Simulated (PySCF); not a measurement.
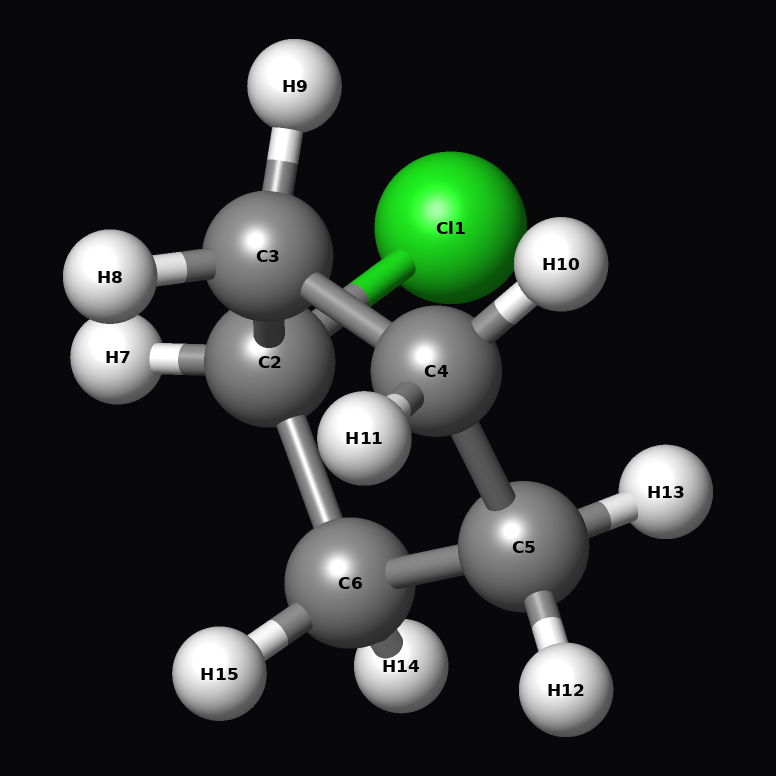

Every bond is drawn as one stick. The geometry was computed by an optimisation with PBE0-D3(BJ)/def2-SVP. No frequency run is at hand to confirm it as a minimum. Computed with PBE0/pcSseg-1 in chloroform (IEF-PCM) (PySCF 2.14.0).

List the Mayer bond orders of Cl1–C2, C2–C3, C2–C6, C3–C4, C4–C5, C5–C6 (bonds between heavy atoms, one of each equivalent set).

| bond | Mayer order | length (Å) |
| --- | --- | --- |
| Cl1–C2 | 0.95 | 1.811 |
| C2–C3 | 0.98 | 1.529 |
| C2–C6 | 0.99 | 1.521 |
| C3–C4 | 1.02 | 1.547 |
| C4–C5 | 1.03 | 1.539 |
| C5–C6 | 1.01 | 1.526 |
